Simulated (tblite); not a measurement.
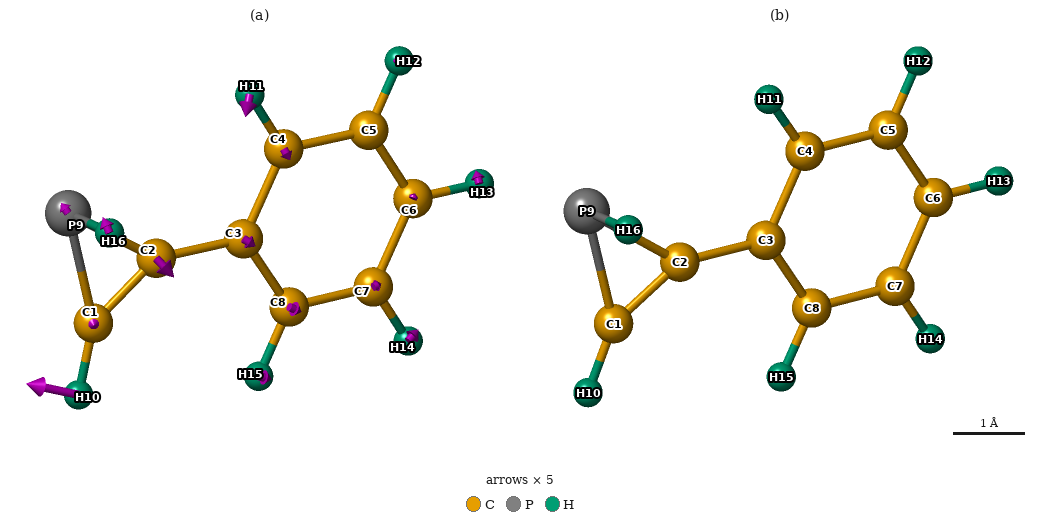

The structure of C₈H₇P before (left) and after (right) a relaxation, at one scale. The purple arrows give the displacements, 5 times their true length.

Style: ball-and-stick. Shown at a tilt.

The calculation used GFN2-xTB geometry optimisation, gas phase in tblite. 

Q: What changed between the two?

A: The atom that moves furthest after the best rigid fit is H10 (0.17 Å). By element the largest moves are H 0.17 Å, C 0.08 Å, P 0.04 Å. Among the contacts that change: C2–P9 1.757 → 1.844 Å, C1–P9 1.809 → 1.836 Å, C3–C4 1.411 → 1.395 Å, C4–C5 1.396 → 1.381 Å. Bond angles that change, for instance: P9–C1–H10 152.6° → 144.4°, C2–C1–H10 141.0° → 146.1°, C1–C2–C3 144.0° → 148.5°. The energy falls by 0.139 eV in 40 geometry steps.
